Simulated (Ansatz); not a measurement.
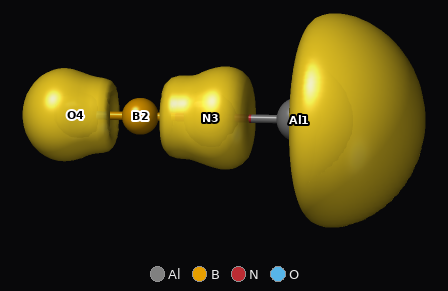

The picture shows: AlBNO (SMILES O=B[N+]#[Al-2]) (charge −1). Isosurface of the ELF at 0.75 (yellow), seen from one side. Core shells and regions of very low density are left out.

Geometry: PBE0-D3(BJ)/def2-SVPD.

Level of theory: isolated molecule in a Gaussian basis; Kohn-Sham density functional theory, functional PBE0 in Ansatz 0.2.0.

Question: Where are the electrons localised?

Answer: The ELF exceeds this value in one region on N in which the atom's valence shell and bonds are merged, one region on O in which the atom's valence shell and bonds are merged and one lobe on Al, pointing away from the bonds (lone pairs). Profiles from the grid: B–O (1.25 Å): the ELF peaks at about 0.85 between the atoms (a short, strongly polar bond). B–N (1.34 Å): the ELF peaks at about 0.90 between the atoms (a short, strongly polar bond).
